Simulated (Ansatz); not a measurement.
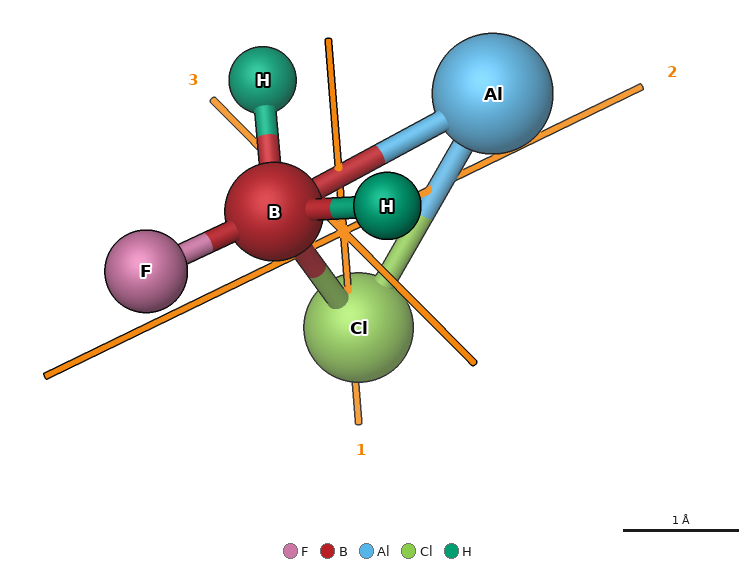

The three principal axes of inertia are drawn and numbered. Distant atoms are faded towards the background colour. The geometry was computed by an optimisation with PBE0-D4/def2-TZVP. No frequency run is at hand to confirm it as a minimum. Masses are those of the most abundant isotopes; constants are for the rigid equilibrium geometry.

Which line is the a axis (least moment of inertia), which b and which c?

a is line 2, b is line 1, c is line 3; the moments are 81.6, 155, 232 u Å².

Classify the rotor and give the rotational constants (GHz).

An asymmetric top (Cs): A = 6.19, B = 3.26, C = 2.17 GHz. Ray's parameter κ is −0.46, nearer the prolate limit.
